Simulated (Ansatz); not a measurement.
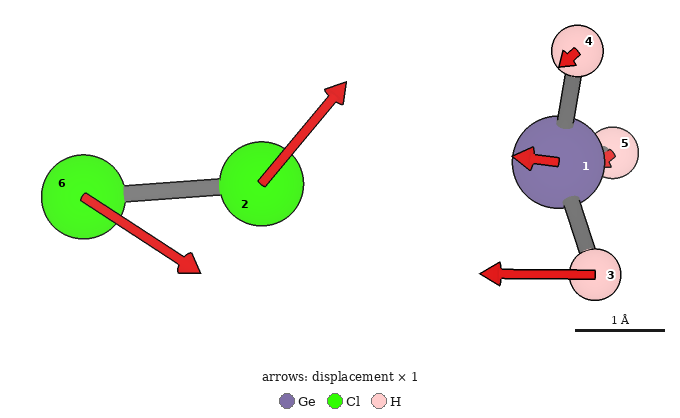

A relaxation of GeH$_{3}$Cl$_{2}$ (multiplicity 2). The starting structure is drawn; red arrows show the displacements, at their true length. The two geometries are superimposed by the best rigid fit.

The picture is a ball-and-stick view, seen at a tilt.

The run prepares an end point of a later path (reaction) calculation, from a guessed geometry.

These are results of Ansatz 0.2.0, UKS BHLYP-D4/def2-SVP, not measurements.

Input
```yaml
crystal:
  periodic: [false, false, false]
  atoms:
    - { symbol: Ge, position_ang: [0.000417, 0.0, -0.313489] }
    - { symbol: Cl, position_ang: [-8.9e-05, 0.0, 3.100119] }
    - { symbol: H, position_ang: [1.472325, 0.0, -0.73391] }
    - { symbol: H, position_ang: [-0.735511, 1.274693, -0.733991] }
    - { symbol: H, position_ang: [-0.735511, -1.274693, -0.733991] }
    - { symbol: Cl, position_ang: [-3.1e-05, 0.0, 5.146663] }
magnetization:
  spin_polarized: true
  initial_magnetization: 1
basis:
  gaussian: { orbitals: def2-SVP }
hamiltonian:
  xc: { name: BHLYP }
  dispersion: d4
relax:
  f_tol: 0.03
  max_steps: 50
```

Command:
```bash
ansatz run input.yaml --threads 2 --pin off --max-ram 3072MiB --backend cpu --events-out ev --progress --plain --runs-dir out
```

Q: What did the optimiser do to the structure, and how much energy did it gain?

A: The energy falls by 2.225 eV in 25 accepted moves (26 points after the start). The largest force component goes from 0.45 to 0.014 eV/Å. The line search rejected the trial step at point 25 of the run. The forces were under the threshold at step 8, but the run went on from there. The largest move after the best rigid fit is that of Cl6, 1.74 Å. Largest moves by element: Cl 1.74 Å, H 1.35 Å, Ge 0.56 Å. Some distances before and after: Ge1–Cl2 3.414 → 2.185 Å, Cl2–Cl6 2.047 → 2.869 Å, Ge1–H3 1.531 → 1.520 Å. New bonds form, among them: Ge1–Cl2 (3.41 → 2.18 Å). Bonds break, among them: Cl2–Cl6 (2.05 → 2.87 Å). Cost: 55 s on 2 threads of AMD EPYC 9R45 96-Core Processor (Zen 5), with other jobs on the host, peak memory 0.3 GiB.

Limits of the set-up: the start holds two separate molecules, 3.4 Å apart at their closest, whose relative position is a soft coordinate.
